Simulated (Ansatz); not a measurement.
# C3H3NO2 (SMILES N#CCC(=O)O): what the fields show

Input

```
crystal:
  periodic: [false, false, false]
  atoms:
    - {symbol: C, position_ang: [1.185717, 2.999916, 0.092478]}
    - {symbol: C, position_ang: [0.117900, 2.019716, 0.255787]}
    - {symbol: C, position_ang: [-0.517926, 1.585897, -1.060724]}
    - {symbol: "N", position_ang: [2.036752, 3.777590, -0.004568]}
    - {symbol: O, position_ang: [-0.214253, 1.974701, -2.153276]}
    - {symbol: O, position_ang: [-1.487588, 0.686714, -0.817768]}
    - {symbol: H, position_ang: [0.503081, 1.123275, 0.769527]}
    - {symbol: H, position_ang: [-0.672594, 2.426981, 0.907843]}
    - {symbol: H, position_ang: [-1.868403, 0.434116, -1.676697]}
basis:
  gaussian:
    orbitals: def2-TZVPD
hamiltonian:
  xc: pbe0
output:
  forces: true
  orbitals: {seedname: orbitals}
```

Launched as:

```sh
ansatz run input.yaml --threads 2 --pin off --max-ram 4350MiB --events-out events.jsonl --progress --plain --runs-dir runs
```

Geometry: B3LYP-D3(BJ)/def2-SVP.

The calculation used isolated molecule in a Gaussian basis; Kohn-Sham density functional theory, functional PBE0 in Ansatz.

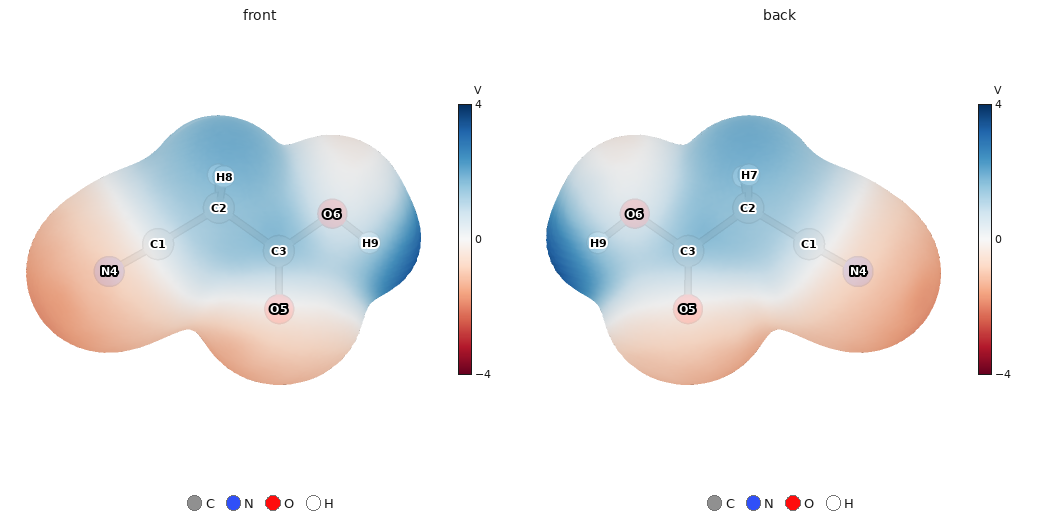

Figure 1. The electrostatic potential painted on the density surface at 0.002 e/bohr³, seen from the front and from behind; the colour scale runs from red (negative) to blue (positive).

Where is the surface potential most negative and most positive?

Answer. The most negative region (about −1.8 V) lies over N4, the most positive (about +3.3 V) over H9. N4 is the likeliest acceptor of a hydrogen bond.

What dipole moment does the calculation give?

Answer. Its dipole moment is 5.01 D.

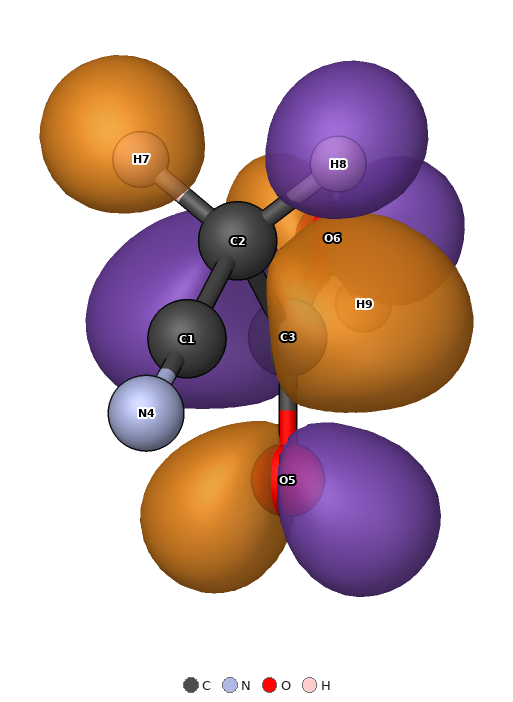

Figure 2. One frontier orbital at ±0.1 Å⁻³ᐟ² (orange and purple are the two phases), seen at an oblique angle.

Which orbital is it: HOMO or LUMO?

Answer. The LUMO, at −0.70 eV. It lies mainly on C3 (about 40 %), O5 (about 25 %), O6 (about 10 %) and C2 (about 10 %); π-antibonding (π*) across C3–O5.

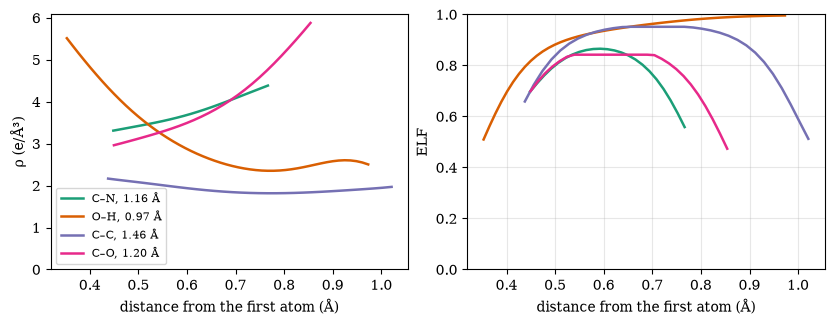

Figure 3. Total electron density and electron localisation function along straight lines between neighbouring atoms. The curves leave out the atomic cores.

Compare the contacts.

Answer. C–N (1.16 Å): the density is about 3.6 e/Å³ at the midpoint; the ELF peaks at about 0.85 between the atoms: a short, multiple covalent bond.
O–H (0.97 Å): ρ at the midpoint is about 3.8 e/Å³; the ELF climbs to about 1 towards the hydrogen, as it does in any bond to H: an ordinary covalent bond to hydrogen.
C–C (1.46 Å): the density is about 1.8 e/Å³ at the midpoint; the ELF peaks at about 0.95 between the atoms; a covalent bond.
C–O (1.20 Å): ρ is about 3.5 e/Å³ halfway; the ELF peaks at about 0.85 between the atoms; a multiple bond.
